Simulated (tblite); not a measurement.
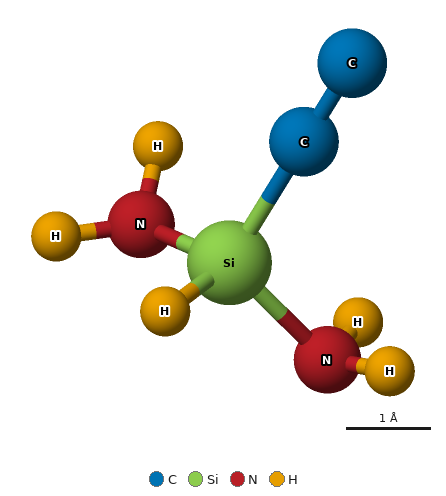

The structure as given in the input (ball-and-stick view, seen at a tilt).

C2H5N2Si: geometry relaxation (part 1 of 4)

The run: geometry relaxation of C2H5N2Si, multiplicity 2, SMILES [C]#C[SiH](N)N. Method and program: GFN2-xTB geometry optimisation, gas phase (tblite 0.8.0).

It belongs to a series of runs on one base structure; here: H removed from sp C.

**The program's output**
```
step      E/eV     max force
  0    -387.32317    2.042
  1    -387.49648    1.130
  2    -387.55727    1.315
  3    -387.56288    1.789
  4    -387.58577    0.466
  5    -387.59839    0.320
  6    -387.61026    0.596
  7    -387.61633    0.440
  8    -387.62314    0.213
  9    -387.62789    0.263
 10    -387.63133    0.221
 11    -387.63360    0.208
 12    -387.63605    0.162
 13    -387.63848    0.214
 14    -387.64023    0.142
 15    -387.64111    0.073
 16    -387.64163    0.085
 17    -387.64233    0.144
 18    -387.64325    0.158
 19    -387.64405    0.102
 20    -387.64450    0.054
 21    -387.64483    0.080
 22    -387.64533    0.137
 23    -387.64618    0.181
 24    -387.64736    0.183
 25    -387.64870    0.120
 26    -387.65000    0.099
 27    -387.65118    0.090
 28    -387.65245    0.085
 29    -387.65339    0.082
 30    -387.65401    0.062
 31    -387.65469    0.074
 32    -387.65516    0.078
 33    -387.65558    0.070
 34    -387.65606    0.099
 35    -387.65640    0.070
 36    -387.65673    0.059
 37    -387.65714    0.047
 38    -387.65760    0.064
 39    -387.65813    0.082
 40    -387.65880    0.165
 41    -387.65917    0.112
 42    -387.66049    0.171
 43    -387.66234    0.180
 44    -387.66601    0.259
 45    -387.66713    0.280
 46    -387.66813    0.290
 47    -387.66951    0.136
 48    -387.67108    0.092
 49    -387.67441    0.140
 50    -387.67541    0.201
 51    -387.67647    0.185
 52    -387.67792    0.173
 53    -387.67914    0.163
 54    -387.67962    0.117
 55    -387.67973    0.116
 56    -387.68015    0.064
 57    -387.68027    0.042
 58    -387.68053    0.052
 59    -387.68114    0.058
 60    -387.68141    0.045
 61    -387.68164    0.035
 62    -387.68175    0.027
 63    -387.68182    0.031
 64    -387.68193    0.040
 65    -387.68212    0.046
 66    -387.68242    0.050
 67    -387.68269    0.030
 68    -387.68280    0.062
 69    -387.68287    0.013
 70    -387.68289    0.012
 71    -387.68290    0.011
 72    -387.68293    0.010
 73    -387.68298    0.013
 74    -387.68306    0.022
 75    -387.68314    0.023
 76    -387.68319    0.018
 77    -387.68321    0.014
 78    -387.68322    0.009
```

**Trajectory as extended XYZ (Å, eV, eV/Å), 77 of the 79 frames kept, from step=0 to step=78**
```
10
Properties=species:S:1:pos:R:3:forces:R:3 step=0 energy=-387.32317
C    -0.6686    2.8380    0.1774   -0.0860   0.3410  -0.0480
C    -0.3810    1.6795    0.2809   -0.1640   0.4230  -0.0800
Si    0.0661   -0.0956    0.4617    0.3440  -1.7650  -0.9680
N    -1.1139   -1.1567   -0.3441   -0.2340   0.4870   0.9650
N     1.6280   -0.4150   -0.3608   -1.3580   1.1980  -0.1410
H     0.1289   -0.3838    1.8770    0.1520  -0.1030   0.2630
H    -1.7350   -0.6615   -1.0072    0.3700  -0.7570   0.7660
H    -1.6361   -1.7635    0.3374    0.4890   0.9930  -1.2910
H     1.4300   -0.3554   -1.3882    0.7630  -0.0590   1.2000
H     2.2904    0.3187   -0.0566   -0.2750  -0.7580  -0.6650
10
Properties=species:S:1:pos:R:3:forces:R:3 step=1 energy=-387.49648
C    -0.6698    2.8429    0.1767   -0.1010   0.4000  -0.0550
C    -0.3833    1.6856    0.2797   -0.0170  -0.2230  -0.0010
Si    0.0711   -0.1208    0.4479    0.0060  -0.6710  -0.2840
N    -1.1172   -1.1498   -0.3303    0.1100   0.5250   0.3410
N     1.6086   -0.3979   -0.3628   -0.8650   0.7050   0.1810
H     0.1311   -0.3853    1.8807    0.1550  -0.0820   0.0240
H    -1.7297   -0.6723   -0.9962    0.1850  -0.5180   0.4670
H    -1.6291   -1.7494    0.3190    0.0540   0.3930  -0.6030
H     1.4409   -0.3562   -1.3711    0.5600  -0.0510   0.3860
H     2.2864    0.3079   -0.0661   -0.0870  -0.4770  -0.4550
10
Properties=species:S:1:pos:R:3:forces:R:3 step=2 energy=-387.55727
C    -0.6727    2.8545    0.1751    0.3090  -1.2750   0.0940
C    -0.3842    1.6806    0.2795   -0.3790   1.1930  -0.1080
Si    0.0721   -0.1432    0.4378   -0.2630   0.3480   0.5390
N    -1.1148   -1.1345   -0.3188    0.1960   0.0870   0.0050
N     1.5820   -0.3760   -0.3583   -0.2050   0.1580   0.0550
H     0.1356   -0.3877    1.8820    0.1540  -0.0940  -0.1090
H    -1.7238   -0.6881   -0.9818   -0.1360  -0.0990  -0.0760
H    -1.6264   -1.7363    0.2995   -0.2100  -0.0930  -0.0640
H     1.4578   -0.3577   -1.3577    0.3490  -0.1050  -0.2010
H     2.2834    0.2932   -0.0800    0.1840  -0.1190  -0.1360
10
Properties=species:S:1:pos:R:3:forces:R:3 step=3 energy=-387.56288
C    -0.6697    2.8417    0.1758   -0.3660   1.4860  -0.1540
C    -0.3892    1.6941    0.2781    0.3310  -1.7490   0.1750
Si    0.0689   -0.1450    0.4420   -0.2610   0.7160   0.5530
N    -1.1115   -1.1288   -0.3156    0.0520  -0.0980  -0.0380
N     1.5717   -0.3677   -0.3561   -0.0470   0.0480  -0.0560
H     0.1389   -0.3897    1.8810    0.1480  -0.1000  -0.0320
H    -1.7239   -0.6939   -0.9786   -0.1650   0.0040  -0.1900
H    -1.6284   -1.7339    0.2933   -0.1910  -0.1480   0.0080
H     1.4671   -0.3595   -1.3567    0.2610  -0.1280  -0.2320
H     2.2849    0.2874   -0.0857    0.2380  -0.0310  -0.0330
10
Properties=species:S:1:pos:R:3:forces:R:3 step=4 energy=-387.58577
C    -0.6709    2.8464    0.1752   -0.0620   0.2340  -0.0410
C    -0.3884    1.6869    0.2789   -0.0220  -0.2900   0.0460
Si    0.0659   -0.1368    0.4490   -0.1450   0.3670   0.2470
N    -1.1108   -1.1308   -0.3163    0.0050   0.0240  -0.0130
N     1.5725   -0.3682   -0.3571   -0.1590   0.1390   0.0120
H     0.1403   -0.3906    1.8804    0.1510  -0.1110   0.0690
H    -1.7262   -0.6931   -0.9815   -0.0510  -0.0780  -0.0590
H    -1.6307   -1.7361    0.2942   -0.1360  -0.0750  -0.0590
H     1.4693   -0.3609   -1.3598    0.2490  -0.1200  -0.1330
H     2.2877    0.2878   -0.0855    0.1700  -0.0900  -0.0690
10
Properties=species:S:1:pos:R:3:forces:R:3 step=5 energy=-387.59839
C    -0.6714    2.8481    0.1744    0.0290  -0.1510  -0.0050
C    -0.3906    1.6841    0.2795   -0.1610   0.2770   0.0060
Si    0.0610   -0.1280    0.4576   -0.0800   0.1380   0.0340
N    -1.1096   -1.1289   -0.3149   -0.0380   0.0410   0.0220
N     1.5651   -0.3619   -0.3568   -0.0940   0.1630  -0.0220
H     0.1452   -0.3941    1.8814    0.1470  -0.1180   0.1530
H    -1.7279   -0.6968   -0.9823   -0.0040  -0.0620  -0.0480
H    -1.6346   -1.7369    0.2902   -0.0860  -0.0560  -0.0540
H     1.4790   -0.3645   -1.3624    0.1730  -0.1270  -0.0490
H     2.2926    0.2836   -0.0892    0.1140  -0.1070  -0.0380
10
Properties=species:S:1:pos:R:3:forces:R:3 step=6 energy=-387.61026
C    -0.6723    2.8502    0.1730    0.0390  -0.2210   0.0040
C    -0.3967    1.6841    0.2807   -0.2290   0.5500  -0.0010
Si    0.0526   -0.1158    0.4689    0.0250  -0.0940  -0.1340
N    -1.1083   -1.1245   -0.3112   -0.1250   0.0230   0.0320
N     1.5517   -0.3480   -0.3570    0.0290   0.1360  -0.0830
H     0.1552   -0.4012    1.8859    0.1320  -0.1070   0.1800
H    -1.7300   -0.7041   -0.9836    0.0520  -0.0120  -0.0630
H    -1.6413   -1.7380    0.2821   -0.0230  -0.0550  -0.0080
H     1.4969   -0.3723   -1.3654    0.0380  -0.1360   0.0300
H     2.3012    0.2744   -0.0960    0.0620  -0.0840   0.0420
10
Properties=species:S:1:pos:R:3:forces:R:3 step=7 energy=-387.61633
C    -0.6734    2.8529    0.1717   -0.0060  -0.0440  -0.0100
C    -0.4026    1.6877    0.2818   -0.1920   0.3950   0.0250
Si    0.0481   -0.1102    0.4739    0.0660  -0.1470  -0.1430
N    -1.1096   -1.1215   -0.3085   -0.1300   0.0050   0.0470
N     1.5442   -0.3378   -0.3585    0.0790   0.0890  -0.0810
H     0.1631   -0.4071    1.8910    0.1150  -0.0830   0.1110
H    -1.7305   -0.7087   -0.9852    0.0550   0.0280  -0.0910
H    -1.6456   -1.7394    0.2772    0.0000  -0.0590   0.0250
H     1.5079   -0.3790   -1.3666   -0.0340  -0.1350   0.0300
H     2.3071    0.2677   -0.0993    0.0480  -0.0500   0.0870
10
Properties=species:S:1:pos:R:3:forces:R:3 step=8 energy=-387.62314
C    -0.6758    2.8592    0.1697   -0.0670   0.2000  -0.0310
C    -0.4123    1.6952    0.2841   -0.1070   0.0550   0.0690
Si    0.0443   -0.1058    0.4773    0.0820  -0.1110  -0.0870
N    -1.1136   -1.1181   -0.3046   -0.1050   0.0070   0.0500
N     1.5376   -0.3246   -0.3617    0.0930   0.0190  -0.0500
H     0.1746   -0.4153    1.8984    0.0860  -0.0380  -0.0370
H    -1.7300   -0.7130   -0.9895    0.0570   0.0500  -0.0960
H    -1.6506   -1.7427    0.2726    0.0120  -0.0540   0.0520
H     1.5196   -0.3895   -1.3679   -0.0890  -0.1200   0.0140
H     2.3151    0.2593   -0.1010    0.0390  -0.0080   0.1170
10
Properties=species:S:1:pos:R:3:forces:R:3 step=9 energy=-387.62789
C    -0.6786    2.8667    0.1678   -0.0810   0.2480  -0.0330
C    -0.4215    1.7025    0.2872   -0.0500  -0.1410   0.0910
Si    0.0434   -0.1044    0.4777    0.0560  -0.0280  -0.0320
N    -1.1188   -1.1158   -0.3013   -0.0520   0.0270   0.0590
N     1.5355   -0.3156   -0.3649    0.0620  -0.0280   0.0000
H     0.1843   -0.4219    1.9030    0.0620  -0.0040  -0.1550
H    -1.7284   -0.7147   -0.9947    0.0530   0.0410  -0.0750
H    -1.6541   -1.7465    0.2710    0.0140  -0.0290   0.0440
H     1.5254   -0.3993   -1.3689   -0.0920  -0.0970   0.0000
H     2.3217    0.2536   -0.0993    0.0270   0.0100   0.1020
10
Properties=species:S:1:pos:R:3:forces:R:3 step=10 energy=-387.63133
C    -0.6817    2.8744    0.1659   -0.0580   0.1270  -0.0180
C    -0.4303    1.7085    0.2911   -0.0290  -0.1600   0.0870
Si    0.0441   -0.1040    0.4765    0.0120   0.0580   0.0010
N    -1.1240   -1.1137   -0.2980   -0.0020   0.0580   0.0520
N     1.5362   -0.3100   -0.3674    0.0170  -0.0560   0.0390
H     0.1928   -0.4269    1.9037    0.0460   0.0170  -0.2160
H    -1.7259   -0.7147   -1.0003    0.0540   0.0090  -0.0300
H    -1.6562   -1.7502    0.2713    0.0110   0.0060   0.0190
H     1.5270   -0.4087   -1.3698   -0.0610  -0.0660   0.0090
H     2.3269    0.2498   -0.0955    0.0090   0.0080   0.0570
10
Properties=species:S:1:pos:R:3:forces:R:3 step=11 energy=-387.63360
C    -0.6843    2.8794    0.1646   -0.0290  -0.0230   0.0020
C    -0.4368    1.7118    0.2951   -0.0300  -0.0830   0.0680
Si    0.0452   -0.1032    0.4748   -0.0200   0.1060  -0.0030
N    -1.1276   -1.1115   -0.2952    0.0290   0.0700   0.0460
N     1.5377   -0.3082   -0.3683   -0.0120  -0.0610   0.0580
H     0.1987   -0.4295    1.9000    0.0420   0.0180  -0.2030
H    -1.7231   -0.7142   -1.0044    0.0480  -0.0170   0.0010
H    -1.6571   -1.7524    0.2723    0.0100   0.0370  -0.0060
H     1.5260   -0.4156   -1.3700   -0.0240  -0.0390   0.0280
H     2.3300    0.2480   -0.0916   -0.0130  -0.0080   0.0100
10
Properties=species:S:1:pos:R:3:forces:R:3 step=12 energy=-387.63605
C    -0.6873    2.8833    0.1635   -0.0030  -0.1600   0.0230
C    -0.4441    1.7142    0.3004   -0.0370   0.0270   0.0390
Si    0.0461   -0.1007    0.4727   -0.0400   0.1280  -0.0260
N    -1.1307   -1.1078   -0.2912    0.0430   0.0710   0.0210
N     1.5392   -0.3078   -0.3680   -0.0310  -0.0590   0.0560
H     0.2055   -0.4317    1.8921    0.0410   0.0100  -0.1310
H    -1.7191   -0.7139   -1.0085    0.0400  -0.0390   0.0230
H    -1.6575   -1.7537    0.2732    0.0080   0.0620  -0.0210
H     1.5242   -0.4234   -1.3692    0.0170  -0.0130   0.0560
H     2.3327    0.2461   -0.0874   -0.0370  -0.0270  -0.0390
10
Properties=species:S:1:pos:R:3:forces:R:3 step=13 energy=-387.63848
C    -0.6909    2.8855    0.1627    0.0030  -0.2110   0.0350
C    -0.4520    1.7158    0.3068   -0.0400   0.1110   0.0120
Si    0.0461   -0.0956    0.4702   -0.0370   0.1080  -0.0510
N    -1.1329   -1.1025   -0.2865    0.0370   0.0480  -0.0080
N     1.5397   -0.3083   -0.3666   -0.0300  -0.0520   0.0410
H     0.2133   -0.4337    1.8811    0.0420  -0.0040  -0.0230
H    -1.7143   -0.7147   -1.0121    0.0210  -0.0430   0.0190
H    -1.6578   -1.7536    0.2733    0.0090   0.0760  -0.0210
H     1.5232   -0.4316   -1.3671    0.0460   0.0050   0.0680
H     2.3346    0.2433   -0.0842   -0.0510  -0.0390  -0.0720
10
Properties=species:S:1:pos:R:3:forces:R:3 step=14 energy=-387.64023
C    -0.6942    2.8857    0.1625   -0.0150  -0.1380   0.0300
C    -0.4587    1.7166    0.3123   -0.0320   0.1150   0.0010
Si    0.0450   -0.0892    0.4681   -0.0140   0.0470  -0.0450
N    -1.1337   -1.0971   -0.2827    0.0200   0.0180  -0.0380
N     1.5385   -0.3088   -0.3648   -0.0120  -0.0490   0.0170
H     0.2207   -0.4357    1.8721    0.0390  -0.0100   0.0550
H    -1.7104   -0.7166   -1.0146    0.0020  -0.0290  -0.0070
H    -1.6582   -1.7518    0.2724    0.0100   0.0700   0.0000
H     1.5242   -0.4383   -1.3643    0.0470   0.0070   0.0550
H     2.3355    0.2398   -0.0835   -0.0460  -0.0320  -0.0690
10
Properties=species:S:1:pos:R:3:forces:R:3 step=15 energy=-387.64111
C    -0.6967    2.8852    0.1626   -0.0400  -0.0210   0.0180
C    -0.4626    1.7174    0.3153   -0.0170   0.0540   0.0050
Si    0.0439   -0.0847    0.4670    0.0070  -0.0090  -0.0120
N    -1.1337   -1.0939   -0.2812    0.0110  -0.0030  -0.0460
N     1.5369   -0.3093   -0.3636    0.0050  -0.0490   0.0080
H     0.2258   -0.4372    1.8686    0.0320  -0.0050   0.0650
H    -1.7085   -0.7184   -1.0162   -0.0110  -0.0100  -0.0340
H    -1.6585   -1.7496    0.2716    0.0090   0.0600   0.0190
H     1.5266   -0.4420   -1.3620    0.0310  -0.0030   0.0220
H     2.3356    0.2370   -0.0848   -0.0270  -0.0140  -0.0450
10
Properties=species:S:1:pos:R:3:forces:R:3 step=16 energy=-387.64163
C    -0.6990    2.8852    0.1630   -0.0570   0.0620   0.0080
C    -0.4650    1.7183    0.3171   -0.0020  -0.0090   0.0120
Si    0.0433   -0.0823    0.4665    0.0160  -0.0380   0.0200
N    -1.1334   -1.0921   -0.2812    0.0080  -0.0110  -0.0470
N     1.5359   -0.3102   -0.3628    0.0130  -0.0500   0.0040
H     0.2292   -0.4382    1.8680    0.0230   0.0050   0.0450
H    -1.7077   -0.7197   -1.0178   -0.0140   0.0000  -0.0450
H    -1.6586   -1.7474    0.2714    0.0060   0.0510   0.0300
H     1.5287   -0.4442   -1.3604    0.0130  -0.0140  -0.0060
H     2.3354    0.2351   -0.0864   -0.0070   0.0040  -0.0200
10
Properties=species:S:1:pos:R:3:forces:R:3 step=17 energy=-387.64233
C    -0.7029    2.8857    0.1637   -0.0700   0.1260   0.0010
C    -0.4680    1.7198    0.3196    0.0160  -0.0750   0.0180
Si    0.0431   -0.0802    0.4661    0.0190  -0.0530   0.0510
N    -1.1330   -1.0903   -0.2825    0.0100  -0.0150  -0.0380
N     1.5354   -0.3129   -0.3617    0.0180  -0.0430   0.0030
H     0.2337   -0.4391    1.8682    0.0100   0.0160   0.0130
H    -1.7070   -0.7212   -1.0207   -0.0130   0.0090  -0.0480
H    -1.6584   -1.7434    0.2720    0.0000   0.0430   0.0330
H     1.5312   -0.4470   -1.3586   -0.0070  -0.0280  -0.0390
H     2.3347    0.2332   -0.0887    0.0160   0.0210   0.0080
10
Properties=species:S:1:pos:R:3:forces:R:3 step=18 energy=-387.64325
C    -0.7094    2.8868    0.1651   -0.0720   0.1410   0.0000
C    -0.4718    1.7220    0.3231    0.0330  -0.1170   0.0170
Si    0.0434   -0.0785    0.4657    0.0160  -0.0500   0.0650
N    -1.1320   -1.0883   -0.2854    0.0150  -0.0140  -0.0220
N     1.5359   -0.3187   -0.3599    0.0190  -0.0220  -0.0030
H     0.2397   -0.4396    1.8685   -0.0060   0.0270  -0.0200
H    -1.7061   -0.7226   -1.0256   -0.0030   0.0110  -0.0350
H    -1.6579   -1.7367    0.2741   -0.0120   0.0360   0.0240
H     1.5335   -0.4511   -1.3568   -0.0260  -0.0420  -0.0610
H     2.3335    0.2314   -0.0914    0.0360   0.0310   0.0340
10
Properties=species:S:1:pos:R:3:forces:R:3 step=20 energy=-387.64450
C    -0.7211    2.8884    0.1683   -0.0380  -0.0060   0.0220
C    -0.4754    1.7240    0.3283    0.0290  -0.0370  -0.0060
Si    0.0456   -0.0788    0.4655    0.0120  -0.0020   0.0100
N    -1.1295   -1.0866   -0.2915    0.0190  -0.0050   0.0060
N     1.5394   -0.3305   -0.3572    0.0060   0.0360  -0.0220
H     0.2464   -0.4380    1.8677   -0.0180   0.0220  -0.0140
H    -1.7044   -0.7234   -1.0336    0.0230   0.0010   0.0080
H    -1.6569   -1.7243    0.2793   -0.0340   0.0300  -0.0070
H     1.5332   -0.4575   -1.3559   -0.0230  -0.0430  -0.0230
H     2.3316    0.2314   -0.0935    0.0250   0.0050   0.0250
10
Properties=species:S:1:pos:R:3:forces:R:3 step=21 energy=-387.64483
C    -0.7243    2.8882    0.1696   -0.0230  -0.0700   0.0300
C    -0.4753    1.7238    0.3291    0.0180   0.0150  -0.0150
Si    0.0466   -0.0795    0.4657    0.0130   0.0150  -0.0210
N    -1.1285   -1.0866   -0.2927    0.0160  -0.0040   0.0090
N     1.5407   -0.3323   -0.3573   -0.0020   0.0480  -0.0250
H     0.2469   -0.4368    1.8671   -0.0160   0.0140   0.0060
H    -1.7035   -0.7233   -1.0350    0.0300  -0.0010   0.0160
H    -1.6574   -1.7211    0.2804   -0.0370   0.0280  -0.0110
H     1.5319   -0.4597   -1.3566   -0.0100  -0.0330   0.0050
H     2.3317    0.2319   -0.0929    0.0100  -0.0110   0.0040
10
Properties=species:S:1:pos:R:3:forces:R:3 step=22 energy=-387.64533
C    -0.7297    2.8873    0.1720   -0.0070  -0.1310   0.0380
C    -0.4749    1.7234    0.3300    0.0040   0.0730  -0.0230
Si    0.0482   -0.0799    0.4658    0.0130   0.0290  -0.0520
N    -1.1268   -1.0865   -0.2939    0.0080  -0.0060   0.0100
N     1.5420   -0.3331   -0.3579   -0.0090   0.0530  -0.0260
H     0.2478   -0.4351    1.8664   -0.0120   0.0050   0.0290
H    -1.7015   -0.7233   -1.0368    0.0390   0.0020   0.0190
H    -1.6593   -1.7158    0.2815   -0.0390   0.0220  -0.0090
H     1.5305   -0.4642   -1.3574    0.0090  -0.0180   0.0390
H     2.3326    0.2320   -0.0922   -0.0060  -0.0280  -0.0250
10
Properties=species:S:1:pos:R:3:forces:R:3 step=23 energy=-387.64618
C    -0.7405    2.8851    0.1768    0.0090  -0.1760   0.0430
C    -0.4746    1.7228    0.3319   -0.0130   0.1260  -0.0280
Si    0.0508   -0.0796    0.4658    0.0080   0.0360  -0.0800
N    -1.1235   -1.0861   -0.2958   -0.0070  -0.0150   0.0150
N     1.5434   -0.3332   -0.3595   -0.0170   0.0480  -0.0190
H     0.2501   -0.4325    1.8659   -0.0110  -0.0040   0.0480
H    -1.6971   -0.7239   -1.0403    0.0510   0.0130   0.0150
H    -1.6637   -1.7056    0.2830   -0.0350   0.0120  -0.0010
H     1.5294   -0.4733   -1.3583    0.0330   0.0040   0.0700
H     2.3345    0.2309   -0.0918   -0.0190  -0.0440  -0.0620
10
Properties=species:S:1:pos:R:3:forces:R:3 step=24 energy=-387.64736
C    -0.7578    2.8814    0.1845    0.0190  -0.1770   0.0420
C    -0.4748    1.7224    0.3348   -0.0270   0.1500  -0.0280
Si    0.0544   -0.0780    0.4653   -0.0050   0.0270  -0.0820
N    -1.1188   -1.0851   -0.2983   -0.0300  -0.0280   0.0220
N     1.5443   -0.3322   -0.3620   -0.0180   0.0280  -0.0110
H     0.2548   -0.4291    1.8658   -0.0140  -0.0090   0.0470
H    -1.6896   -0.7251   -1.0460    0.0670   0.0310   0.0030
H    -1.6712   -1.6896    0.2849   -0.0280  -0.0020   0.0140
H     1.5298   -0.4880   -1.3585    0.0540   0.0260   0.0880
H     2.3378    0.2278   -0.0930   -0.0190  -0.0470  -0.0950
10
Properties=species:S:1:pos:R:3:forces:R:3 step=25 energy=-387.64870
C    -0.7786    2.8767    0.1939    0.0120  -0.1110   0.0320
C    -0.4759    1.7226    0.3385   -0.0270   0.1150  -0.0200
Si    0.0581   -0.0752    0.4643   -0.0220   0.0000  -0.0520
N    -1.1138   -1.0840   -0.3005   -0.0480  -0.0370   0.0330
N     1.5443   -0.3302   -0.3649   -0.0100   0.0000   0.0050
H     0.2611   -0.4256    1.8661   -0.0220  -0.0060   0.0220
H    -1.6795   -0.7263   -1.0532    0.0780   0.0470  -0.0130
H    -1.6807   -1.6705    0.2872   -0.0210  -0.0150   0.0290
H     1.5322   -0.5056   -1.3574    0.0600   0.0370   0.0690
H     2.3418    0.2228   -0.0965   -0.0010  -0.0310  -0.1050
```
